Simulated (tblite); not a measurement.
Geometry relaxation of C₅H₄AlBF₂ (part 3 of 4)

C₅H₄AlBF₂, SMILES C#CC#CB[CH2][Al]([F])[F]; GFN2-xTB geometry optimisation, gas phase (tblite 0.8.0). It belongs to a series of runs on one base structure; here: B replaced by Al.

Geometry of the input (Å):
```
C  4.5168  -0.9115  -0.5053
C  3.3736  -0.5866  -0.2390
C  2.0646  -0.2228  0.0963
C  0.9250  0.1056  0.3591
B  -0.5149  0.4999  0.7227
C  -1.5260  0.9566  -0.4282
Al -3.0590  -0.3030  -0.5059
F  -2.7682  -2.0454  -0.8440
F  -4.7259  0.2885  -0.1982
H  5.4959  -1.1885  -0.7417
H  -0.8745  0.4695  1.8394
H  -1.8965  1.9752  -0.2005
H  -1.0154  0.9630  -1.4011
```

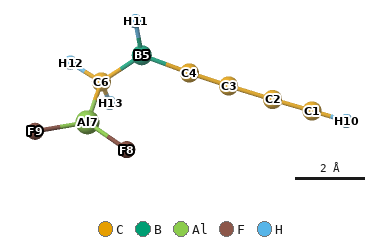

The geometry at step 74 of the log (ball-and-stick view, seen at a tilt; atoms are numbered from 1 in the order of the input).

### Trajectory as extended XYZ, continued
```
13
Properties=species:S:1:pos:R:3:forces:R:3 step=58 energy=-667.78172
C     4.3136   -1.0690   -0.5243   -0.0770   0.0340   0.0260
C     3.1795   -0.7361   -0.2777    0.0060  -0.0540   0.0040
C     1.9167   -0.3408    0.0246    0.0060   0.0950   0.0190
C     0.8080    0.0725    0.3184    0.0500  -0.0200  -0.0010
B    -0.4999    0.6754    0.7266   -0.0180  -0.0090  -0.0780
C    -1.5338    1.1506   -0.3406   -0.0290   0.0030  -0.0390
Al   -2.7856   -0.3853   -0.5217   -0.0020  -0.0470  -0.0090
F    -2.2702   -1.9270   -0.8035    0.0230  -0.0040   0.0100
F    -4.4311   -0.2693   -0.4180    0.0520   0.0420   0.0050
H     5.3048   -1.3467   -0.7303   -0.0560  -0.0070  -0.0140
H    -0.7327    0.8302    1.8673    0.0250  -0.0210   0.0330
H    -2.1614    1.9924   -0.0379    0.0020  -0.0100   0.0200
H    -1.1123    1.3535   -1.3291    0.0180  -0.0030   0.0240
13
Properties=species:S:1:pos:R:3:forces:R:3 step=59 energy=-667.78357
C     4.2987   -1.0828   -0.5279   -0.0710   0.0220   0.0270
C     3.1675   -0.7420   -0.2782   -0.0060  -0.0490  -0.0100
C     1.9068   -0.3368    0.0210   -0.0850   0.1230   0.0510
C     0.7975    0.0802    0.3128    0.1880  -0.0560  -0.0250
B    -0.5033    0.6916    0.7290   -0.0300  -0.0150  -0.0930
C    -1.5408    1.1676   -0.3333   -0.0320   0.0040  -0.0510
Al   -2.7629   -0.3918   -0.5221    0.0530  -0.0590  -0.0210
F    -2.2184   -1.9247   -0.7996    0.0230   0.0070   0.0140
F    -4.4090   -0.3079   -0.4344   -0.0030   0.0480   0.0100
H     5.2864   -1.3744   -0.7338   -0.0740   0.0080  -0.0070
H    -0.7262    0.8440    1.8707    0.0120  -0.0130   0.0590
H    -2.1828    1.9988   -0.0308    0.0220  -0.0190   0.0230
H    -1.1178    1.3786   -1.3197    0.0020  -0.0010   0.0230
13
Properties=species:S:1:pos:R:3:forces:R:3 step=61 energy=-667.79058
C     4.2280   -1.1457   -0.5439   -0.0060  -0.0440   0.0190
C     3.1112   -0.7671   -0.2866   -0.0520   0.0180  -0.0410
C     1.8693   -0.3022    0.0041   -0.0550   0.0730   0.0720
C     0.7724    0.1440    0.2975    0.1950  -0.0630  -0.0200
B    -0.5186    0.7586    0.7361   -0.0380  -0.0260  -0.0080
C    -1.5708    1.2294   -0.3100   -0.0250   0.0280  -0.0260
Al   -2.6629   -0.4213   -0.5231    0.0980  -0.0480  -0.0610
F    -1.9925   -1.9082   -0.7770    0.0200   0.0190   0.0250
F    -4.3107   -0.4674   -0.5035   -0.0550   0.0460   0.0200
H     5.1958   -1.5005   -0.7473   -0.0800   0.0390   0.0000
H    -0.7198    0.8837    1.8865   -0.0130   0.0050   0.0300
H    -2.2637    2.0159    0.0043    0.0740  -0.0560  -0.0030
H    -1.1421    1.4812   -1.2836   -0.0620   0.0080  -0.0060
13
Properties=species:S:1:pos:R:3:forces:R:3 step=63 energy=-667.79309
C     4.1887   -1.1796   -0.5527    0.0040  -0.0540   0.0150
C     3.0825   -0.7734   -0.2979   -0.0030   0.0580  -0.0390
C     1.8614   -0.2661   -0.0037    0.0780  -0.0180   0.0340
C     0.7822    0.2056    0.3009   -0.1570   0.0200   0.0550
B    -0.5263    0.7861    0.7397    0.0100  -0.0210   0.0580
C    -1.5811    1.2465   -0.3065    0.0410   0.0400   0.0180
Al   -2.6098   -0.4384   -0.5241    0.0470   0.1180  -0.0500
F    -1.8951   -1.8980   -0.7584    0.1090  -0.1730  -0.0030
F    -4.2531   -0.5224   -0.5304   -0.1390   0.0260   0.0210
H     5.1417   -1.5653   -0.7527    0.0390  -0.0090  -0.0320
H    -0.7445    0.8759    1.8932    0.0000   0.0110  -0.0280
H    -2.2973    2.0049    0.0178    0.0310  -0.0190  -0.0060
H    -1.1537    1.5247   -1.2716   -0.0600   0.0200  -0.0430
13
Properties=species:S:1:pos:R:3:forces:R:3 step=65 energy=-667.79496
C     4.1873   -1.1854   -0.5524   -0.0090  -0.0370   0.0160
C     3.0812   -0.7757   -0.3006    0.0040   0.0480  -0.0280
C     1.8600   -0.2692   -0.0031   -0.0170   0.0300   0.0510
C     0.7804    0.2057    0.3012   -0.0110  -0.0430   0.0170
B    -0.5251    0.7890    0.7420   -0.0130  -0.0130  -0.0100
C    -1.5825    1.2509   -0.3025    0.0440  -0.0490  -0.0090
Al   -2.6128   -0.4372   -0.5256    0.0490  -0.0500  -0.0600
F    -1.8765   -1.8966   -0.7601   -0.0060   0.0310   0.0260
F    -4.2610   -0.5318   -0.5334    0.0040   0.0290   0.0170
H     5.1429   -1.5667   -0.7530    0.0080  -0.0030  -0.0270
H    -0.7429    0.8810    1.8927   -0.0030   0.0150   0.0290
H    -2.2938    2.0114    0.0196   -0.0190   0.0220   0.0290
H    -1.1617    1.5252   -1.2713   -0.0300   0.0210  -0.0510
13
Properties=species:S:1:pos:R:3:forces:R:3 step=67 energy=-667.79665
C     4.1727   -1.1982   -0.5546    0.0020  -0.0350   0.0100
C     3.0713   -0.7747   -0.3057    0.0020   0.0500  -0.0090
C     1.8553   -0.2589   -0.0021    0.0560  -0.0110   0.0150
C     0.7783    0.2192    0.3024   -0.0790  -0.0120   0.0430
B    -0.5287    0.7990    0.7442    0.0000  -0.0130   0.0220
C    -1.5829    1.2584   -0.3025   -0.0220   0.0150  -0.0090
Al   -2.5865   -0.4460   -0.5305    0.0010   0.0670  -0.0300
F    -1.8477   -1.9004   -0.7521    0.0530  -0.0680   0.0060
F    -4.2338   -0.5450   -0.5409   -0.0150   0.0220   0.0110
H     5.1244   -1.5881   -0.7571    0.0050  -0.0040  -0.0290
H    -0.7487    0.8837    1.8969   -0.0040   0.0140  -0.0130
H    -2.3129    2.0031    0.0245    0.0420  -0.0330  -0.0070
H    -1.1650    1.5485   -1.2691   -0.0400   0.0070  -0.0090
13
Properties=species:S:1:pos:R:3:forces:R:3 step=68 energy=-667.79812
C     4.1549   -1.2159   -0.5560   -0.0350  -0.0020   0.0100
C     3.0601   -0.7709   -0.3119    0.0640   0.0160   0.0080
C     1.8504   -0.2456    0.0017    0.1060  -0.0490  -0.0290
C     0.7733    0.2324    0.3038   -0.0990   0.0110   0.0570
B    -0.5333    0.8107    0.7477    0.0010  -0.0120   0.0170
C    -1.5856    1.2684   -0.3008   -0.0490   0.0200  -0.0200
Al   -2.5579   -0.4547   -0.5384   -0.0360   0.0790   0.0020
F    -1.8042   -1.9045   -0.7431    0.0440  -0.0500  -0.0010
F    -4.2064   -0.5624   -0.5501    0.0240   0.0130  -0.0010
H     5.1025   -1.6149   -0.7640   -0.0270   0.0050  -0.0230
H    -0.7532    0.8873    1.9014   -0.0150   0.0200  -0.0300
H    -2.3311    1.9969    0.0294    0.0490  -0.0440  -0.0120
H    -1.1739    1.5738   -1.2662   -0.0270  -0.0060   0.0220
13
Properties=species:S:1:pos:R:3:forces:R:3 step=70 energy=-667.79892
C     4.1524   -1.2197   -0.5544   -0.0230   0.0100  -0.0010
C     3.0612   -0.7652   -0.3127    0.0520   0.0040   0.0260
C     1.8522   -0.2426    0.0063    0.0030  -0.0110  -0.0170
C     0.7705    0.2294    0.3060    0.0040  -0.0170   0.0270
B    -0.5351    0.8098    0.7484   -0.0050  -0.0100  -0.0110
C    -1.5869    1.2678   -0.3017    0.0050  -0.0120  -0.0080
Al   -2.5538   -0.4552   -0.5439   -0.0050   0.0000   0.0200
F    -1.7980   -1.9084   -0.7409    0.0060   0.0160   0.0000
F    -4.2020   -0.5560   -0.5485    0.0060   0.0020  -0.0100
H     5.0990   -1.6171   -0.7685   -0.0170  -0.0030  -0.0220
H    -0.7538    0.8876    1.9016   -0.0250   0.0240  -0.0190
H    -2.3312    1.9939    0.0284   -0.0080  -0.0020   0.0170
H    -1.1787    1.5761   -1.2666    0.0080  -0.0020  -0.0010
13
Properties=species:S:1:pos:R:3:forces:R:3 step=72 energy=-667.79950
C     4.1474   -1.2254   -0.5557   -0.0210   0.0160  -0.0040
C     3.0619   -0.7595   -0.3109    0.0290  -0.0100   0.0140
C     1.8518   -0.2380    0.0047   -0.0480   0.0140   0.0200
C     0.7686    0.2284    0.3099    0.0410  -0.0190  -0.0030
B    -0.5376    0.8110    0.7484    0.0000  -0.0070  -0.0090
C    -1.5891    1.2711   -0.3017    0.0250  -0.0100   0.0120
Al   -2.5477   -0.4547   -0.5444    0.0110  -0.0550   0.0100
F    -1.7838   -1.9061   -0.7374   -0.0100   0.0530   0.0040
F    -4.1948   -0.5692   -0.5538    0.0000   0.0070  -0.0100
H     5.0901   -1.6288   -0.7733    0.0040  -0.0070  -0.0200
H    -0.7576    0.8929    1.9007   -0.0260   0.0170  -0.0060
H    -2.3337    1.9952    0.0311   -0.0140   0.0040   0.0170
H    -1.1798    1.5837   -1.2639    0.0100  -0.0020  -0.0230
13
Properties=species:S:1:pos:R:3:forces:R:3 step=74 energy=-667.79998
C     4.1365   -1.2358   -0.5588    0.0110   0.0080  -0.0140
C     3.0588   -0.7555   -0.3094   -0.0170  -0.0080   0.0040
C     1.8496   -0.2296    0.0030   -0.0110   0.0040   0.0370
C     0.7687    0.2366    0.3151    0.0060  -0.0050  -0.0110
B    -0.5404    0.8161    0.7490    0.0030   0.0020   0.0070
C    -1.5906    1.2765   -0.3011    0.0050   0.0010   0.0100
Al   -2.5340   -0.4580   -0.5439    0.0130  -0.0270   0.0050
F    -1.7547   -1.9006   -0.7317   -0.0010   0.0250   0.0020
F    -4.1795   -0.5868   -0.5631   -0.0100   0.0050  -0.0070
H     5.0741   -1.6484   -0.7803    0.0120  -0.0060  -0.0150
H    -0.7671    0.8977    1.9000   -0.0170   0.0090  -0.0010
H    -2.3420    1.9923    0.0371    0.0060  -0.0050  -0.0050
H    -1.1838    1.5958   -1.2624    0.0000  -0.0030  -0.0110
13
Properties=species:S:1:pos:R:3:forces:R:3 step=76 energy=-667.80024
C     4.1322   -1.2399   -0.5606    0.0280   0.0030  -0.0180
C     3.0569   -0.7564   -0.3075   -0.0320  -0.0030   0.0020
C     1.8485   -0.2283    0.0055    0.0230  -0.0090   0.0290
C     0.7688    0.2403    0.3169   -0.0130   0.0010  -0.0040
B    -0.5410    0.8191    0.7493   -0.0010   0.0040   0.0090
C    -1.5913    1.2780   -0.3002   -0.0080  -0.0040  -0.0070
Al   -2.5286   -0.4609   -0.5426    0.0010   0.0170   0.0040
F    -1.7380   -1.8956   -0.7305    0.0040  -0.0090   0.0000
F    -4.1743   -0.5891   -0.5675   -0.0010  -0.0040  -0.0060
H     5.0689   -1.6541   -0.7853   -0.0010  -0.0010  -0.0090
H    -0.7717    0.9003    1.8996   -0.0090   0.0070   0.0020
H    -2.3459    1.9895    0.0399    0.0090  -0.0010  -0.0120
H    -1.1889    1.5976   -1.2637   -0.0010  -0.0010   0.0070
13
Properties=species:S:1:pos:R:3:forces:R:3 step=77 energy=-667.80035
C     4.1332   -1.2390   -0.5610    0.0320   0.0000  -0.0180
C     3.0568   -0.7588   -0.3058   -0.0330   0.0000   0.0030
C     1.8483   -0.2313    0.0082    0.0260  -0.0110   0.0230
C     0.7679    0.2377    0.3165   -0.0160   0.0060   0.0030
B    -0.5409    0.8192    0.7491   -0.0010   0.0020   0.0040
C    -1.5920    1.2774   -0.2997   -0.0030  -0.0080  -0.0120
Al   -2.5294   -0.4615   -0.5419   -0.0030   0.0290   0.0030
F    -1.7355   -1.8939   -0.7317    0.0020  -0.0170   0.0000
F    -4.1756   -0.5864   -0.5680    0.0050  -0.0090  -0.0050
H     5.0705   -1.6513   -0.7872   -0.0070   0.0010  -0.0080
H    -0.7710    0.9033    1.8991   -0.0060   0.0060   0.0060
H    -2.3458    1.9893    0.0404    0.0040   0.0040  -0.0100
H    -1.1910    1.5957   -1.2644    0.0010  -0.0010   0.0100
13
Properties=species:S:1:pos:R:3:forces:R:3 step=79 energy=-667.80054
C     4.1358   -1.2364   -0.5623   -0.0140   0.0130  -0.0040
C     3.0567   -0.7628   -0.3036    0.0120  -0.0130  -0.0030
C     1.8482   -0.2370    0.0133    0.0000  -0.0030   0.0150
C     0.7657    0.2317    0.3160    0.0060   0.0030   0.0100
B    -0.5410    0.8188    0.7488    0.0010   0.0020   0.0000
C    -1.5932    1.2764   -0.2996    0.0070   0.0020  -0.0040
Al   -2.5310   -0.4611   -0.5416   -0.0090   0.0140  -0.0030
F    -1.7348   -1.8924   -0.7332   -0.0050  -0.0110   0.0020
F    -4.1774   -0.5851   -0.5690    0.0110  -0.0110  -0.0040
H     5.0737   -1.6467   -0.7903   -0.0140   0.0050  -0.0070
H    -0.7698    0.9104    1.8986    0.0000  -0.0010   0.0060
H    -2.3446    1.9905    0.0409    0.0000   0.0030  -0.0080
H    -1.1926    1.5941   -1.2644    0.0050  -0.0020   0.0010
13
Properties=species:S:1:pos:R:3:forces:R:3 step=81 energy=-667.80070
C     4.1334   -1.2369   -0.5652   -0.0290   0.0100   0.0020
C     3.0546   -0.7642   -0.3033    0.0230  -0.0120   0.0020
C     1.8480   -0.2365    0.0174   -0.0110  -0.0030   0.0050
C     0.7646    0.2320    0.3178    0.0070   0.0060   0.0160
B    -0.5419    0.8204    0.7495    0.0010   0.0070   0.0040
C    -1.5934    1.2781   -0.2999    0.0080   0.0140   0.0080
Al   -2.5268   -0.4607   -0.5422    0.0010  -0.0110  -0.0090
F    -1.7291   -1.8921   -0.7310   -0.0060   0.0020   0.0040
F    -4.1720   -0.5939   -0.5730    0.0000  -0.0050  -0.0030
H     5.0689   -1.6517   -0.7941   -0.0070   0.0080  -0.0110
H    -0.7729    0.9157    1.8988    0.0070  -0.0080   0.0020
H    -2.3459    1.9908    0.0417    0.0020   0.0010  -0.0100
H    -1.1920    1.5995   -1.2627    0.0060  -0.0060  -0.0100
13
Properties=species:S:1:pos:R:3:forces:R:3 step=83 energy=-667.80087
C     4.1266   -1.2404   -0.5697   -0.0020  -0.0100  -0.0010
C     3.0514   -0.7632   -0.3032   -0.0080   0.0030   0.0160
C     1.8480   -0.2308    0.0223   -0.0070  -0.0060  -0.0070
C     0.7652    0.2391    0.3221   -0.0010   0.0080   0.0190
B    -0.5433    0.8248    0.7516   -0.0020   0.0080   0.0060
C    -1.5924    1.2820   -0.3000   -0.0020   0.0040   0.0050
Al   -2.5181   -0.4616   -0.5423    0.0120  -0.0120  -0.0110
F    -1.7157   -1.8909   -0.7265   -0.0010  -0.0010   0.0040
F    -4.1618   -0.6063   -0.5793   -0.0110   0.0000  -0.0020
H     5.0576   -1.6639   -0.8004    0.0000   0.0110  -0.0160
H    -0.7798    0.9160    1.9002    0.0110  -0.0080   0.0010
H    -2.3503    1.9891    0.0409    0.0020   0.0100  -0.0080
H    -1.1917    1.6065   -1.2621    0.0080  -0.0080  -0.0070
13
Properties=species:S:1:pos:R:3:forces:R:3 step=85 energy=-667.80108
C     4.1205   -1.2427   -0.5744    0.0220  -0.0250  -0.0030
C     3.0493   -0.7619   -0.2999   -0.0360   0.0140   0.0230
C     1.8483   -0.2266    0.0294   -0.0120   0.0000  -0.0110
C     0.7663    0.2458    0.3283    0.0040   0.0040   0.0130
B    -0.5446    0.8289    0.7542   -0.0010   0.0010   0.0010
C    -1.5912    1.2850   -0.3002   -0.0050  -0.0200  -0.0090
Al   -2.5115   -0.4629   -0.5424    0.0130   0.0050  -0.0070
F    -1.7042   -1.8893   -0.7228    0.0040  -0.0120   0.0020
F    -4.1547   -0.6131   -0.5849   -0.0090   0.0010  -0.0020
H     5.0475   -1.6722   -0.8098    0.0060   0.0130  -0.0170
H    -0.7854    0.9133    1.9023    0.0060   0.0010   0.0050
H    -2.3533    1.9884    0.0373   -0.0020   0.0210  -0.0020
H    -1.1913    1.6078   -1.2635    0.0110  -0.0050   0.0070
13
Properties=species:S:1:pos:R:3:forces:R:3 step=86 energy=-667.80125
C     4.1182   -1.2427   -0.5773    0.0190  -0.0260  -0.0010
C     3.0487   -0.7620   -0.2961   -0.0380   0.0140   0.0180
C     1.8483   -0.2264    0.0352   -0.0180   0.0060  -0.0090
C     0.7668    0.2476    0.3333    0.0080   0.0000   0.0030
B    -0.5453    0.8306    0.7558    0.0020  -0.0040  -0.0030
C    -1.5905    1.2856   -0.3007   -0.0020  -0.0290  -0.0160
Al   -2.5096   -0.4635   -0.5433    0.0080   0.0140  -0.0010
F    -1.7005   -1.8890   -0.7210    0.0050  -0.0150   0.0010
F    -4.1529   -0.6147   -0.5877   -0.0030   0.0010  -0.0030
H     5.0435   -1.6732   -0.8174    0.0080   0.0140  -0.0150
H    -0.7875    0.9127    1.9036   -0.0010   0.0080   0.0090
H    -2.3533    1.9895    0.0340   -0.0020   0.0210   0.0000
H    -1.1902    1.6059   -1.2650    0.0140  -0.0030   0.0160
13
Properties=species:S:1:pos:R:3:forces:R:3 step=88 energy=-667.80157
C     4.1193   -1.2381   -0.5813   -0.0120  -0.0140   0.0070
C     3.0494   -0.7650   -0.2872   -0.0050  -0.0010  -0.0040
C     1.8480   -0.2332    0.0462   -0.0160   0.0160  -0.0030
C     0.7674    0.2435    0.3434    0.0030  -0.0040  -0.0150
B    -0.5457    0.8299    0.7579    0.0030  -0.0080   0.0000
C    -1.5888    1.2827   -0.3030    0.0070  -0.0130  -0.0070
Al   -2.5133   -0.4631   -0.5466   -0.0030   0.0110   0.0110
F    -1.7086   -1.8920   -0.7201    0.0050  -0.0080  -0.0010
F    -4.1572   -0.6108   -0.5891    0.0020   0.0010  -0.0060
H     5.0449   -1.6622   -0.8317    0.0060   0.0130  -0.0070
H    -0.7884    0.9162    1.9050   -0.0120   0.0140   0.0110
H    -2.3469    1.9946    0.0277    0.0050  -0.0040  -0.0040
H    -1.1846    1.5980   -1.2675    0.0180  -0.0040   0.0190
```
